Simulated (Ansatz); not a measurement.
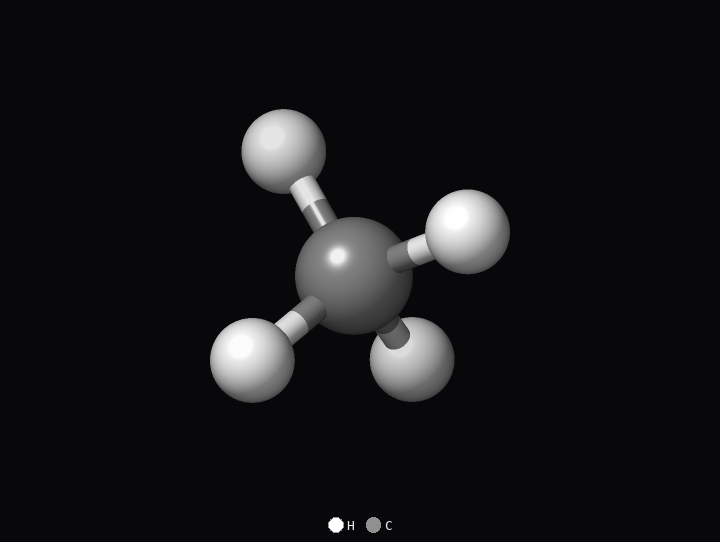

Every bond is drawn as one stick, whatever its order.

Computed geometry: PBE0-D4/def2-TZVP optimisation.

**What is the molecular formula?**

CH₄, 5 atoms: 1 carbon and 4 hydrogen.

**How many atoms are distinct by symmetry?**

2: 4 H, 1 C.

**Count the bonded pairs by element.**

4 C–H. Sticks follow a distance rule.

**Which point group does it belong to?**

Td.

More results for the same structure follow; atom numbers are the same in all pictures, views and colours differ.

Shape

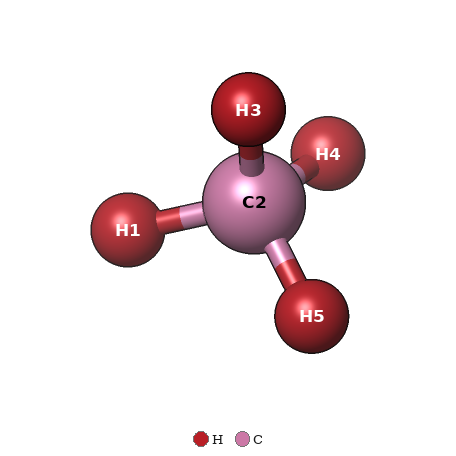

Atoms carry their numbers in the input.

Estimate the angles H1–C2–H3.

```tsv
angle	degrees
H1–C2–H3	109.5
```

Thermal motion

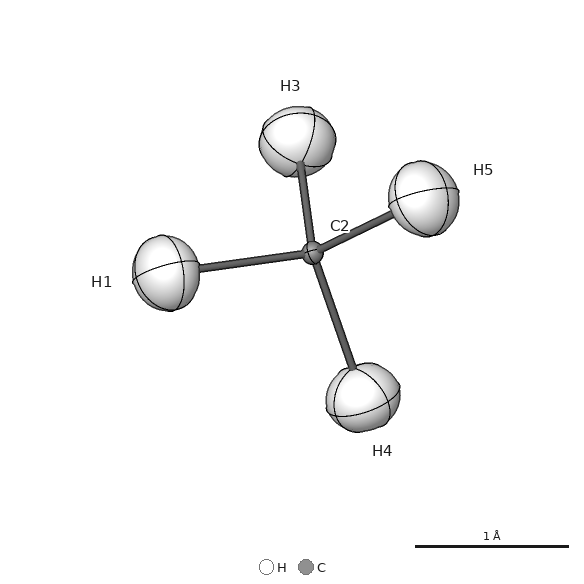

Displacement ellipsoids at the 50 % level, enlarged 2 times, from the internal vibrations of the free molecule (harmonic, no overall translation or rotation; no half-axis is drawn under 0.075 Å). Vibrations computed with RKS PBE0-D4/def2-TZVP (Ansatz 0.2.0). Temperature: 298 K.

**Which atom has the largest mean-square displacement?**

H1, H3, H4, H5, with U_eq = 0.0061 Å².

List U_eq and the three principal root-mean-square amplitudes for each kind of atom.

```tsv
atom	U_eq (Å²)	rms amplitudes (Å)
H1, H3, H4, H5	0.0061	0.071, 0.082, 0.082
C2	0.00021	0.014, 0.014, 0.014
```

Electronic properties

Level of theory: RKS PBE0-D4/def2-TZVPP (Ansatz 0.2.0).

Computed properties:

- HOMO energy (Kohn–Sham orbital): −10.98 eV
- LUMO energy (Kohn–Sham orbital): 1.70 eV
- HOMO–LUMO gap: 12.68 eV

Vibrations

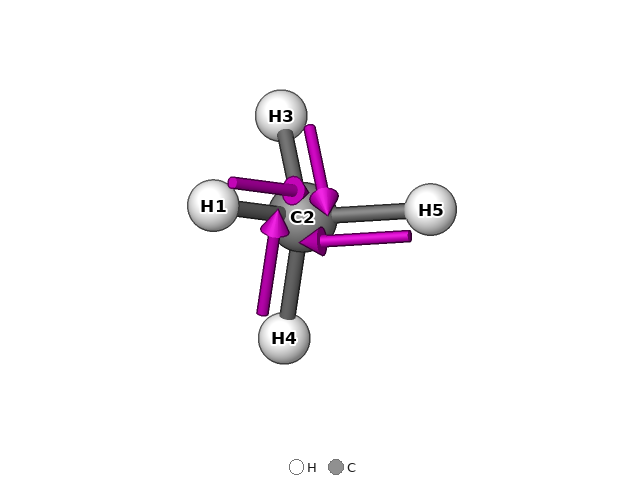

The arrows show one normal mode. Harmonic vibrations computed with RKS PBE0-D4/def2-TZVP (Ansatz 0.2.0) at a stationary point of the same level.

**What kind of motion is it?**

Mostly in-phase stretching of 4 C–H bonds.

**At what wavenumber does it lie?**

3047 cm⁻¹; it is mode 6 of 9 counted from the lowest.

Charges

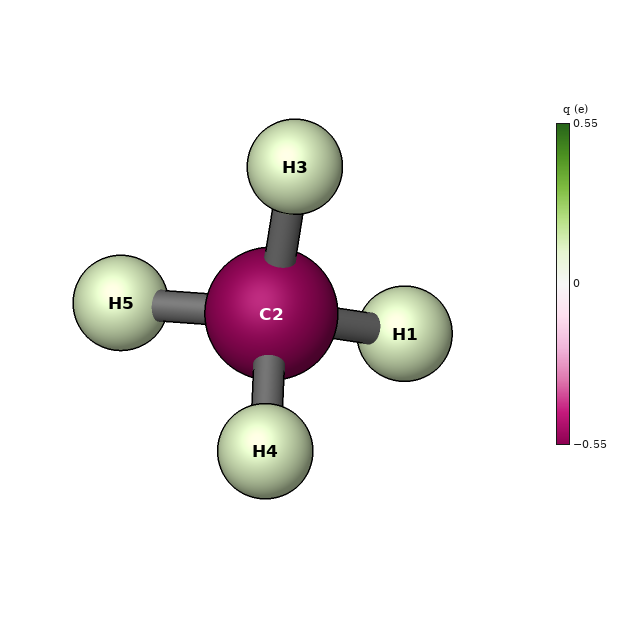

Atoms are coloured by their Mulliken charges. Level of theory: RKS PBE0-D4/def2-TZVP (Ansatz 0.2.0).

List the Mulliken charges.

```csv
atom,value (e)
H1,0.13
C2,−0.53
H3,0.13
H4,0.13
H5,0.13
```

Mulliken values depend strongly on the basis set and can even reverse the polarity of a bond.
